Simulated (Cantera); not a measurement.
Charge: 1 mol Ta2O5, 2.4 mol C, 0.4 mol CO, 0.46 mol CH4, equilibrated at 32.0 Pa.

Equilibrium computed with Cantera from the NASA thermochemical tables; the gas is ideal and each condensed phase is pure. Candidate condensed phases: C, C6H6, C7H8, C8H18, H2O, Ta, TaC, Ta2O5; 113 gas species. Mutual solubility and eutectic melting of coexisting phases are not modelled. TaC: taken at fixed stoichiometry. Condensed phases not in the tables: Ta2C, N, O or C dissolved in the metal. Rates play no part.

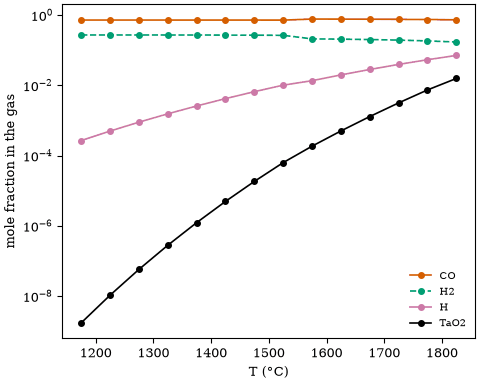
*Equilibrium gas composition (values under 1e-9 drawn at 1e-9)*

From 1175 °C to 1525 °C the condensed part is TaC(s) + Ta2O5(s). From 1575 °C to 1775 °C the condensed part is Ta(s) + Ta2O5(s). At 1825 °C the condensed part is Ta(s) + Ta2O5(l).
